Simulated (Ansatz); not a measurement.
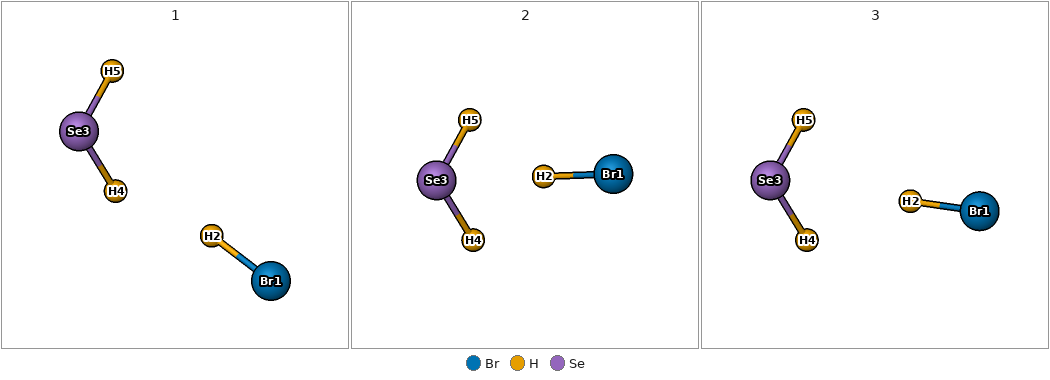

The pair BrH···H₂Se. The turn is about an axis along (0.88, −0.34, −0.33) in the frame of the relaxed pair, normal to the line between the partners. The first coordinate is: distance Se3···H2; the second: turn of Br1, H2 about Se3. The grid has 15 × 15 points; 120 points were computed and 105 follow by symmetry. Energies: cm⁻¹, counted from the two partners far apart, frozen as in the relaxed pair, each in its own basis (no counterpoise correction). Theory: Ansatz, RKS PBE-D4/def2-SVPD.

The numbered pictures are structures from this grid.

Which is the most stable, and how do the others follow?

2, at distance Se3···H2 = 2.319 Å, turn of Br1, H2 about Se3 = 0.0°: −2149 cm⁻¹; 3, at distance Se3···H2 = 3.051 Å, turn of Br1, H2 about Se3 = −8.6°: −1338 cm⁻¹; 1, at distance Se3···H2 = 3.400 Å, turn of Br1, H2 about Se3 = −34.3°: −697 cm⁻¹.

The map, with the structures marked:

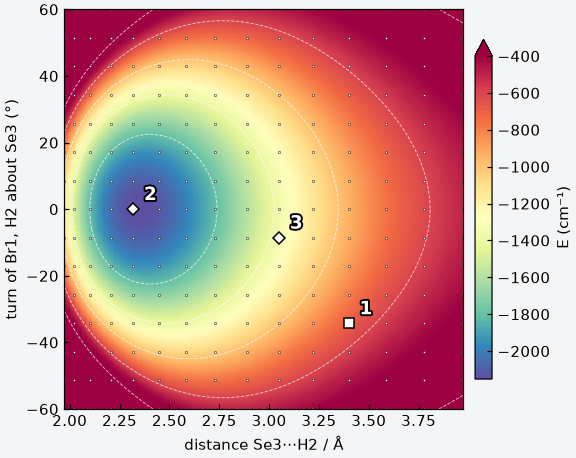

Drawn: a smooth colour map with a few white contour lines, dots at the grid points, one colour for all values above the top of the scale. Between grid points the surface is interpolated.
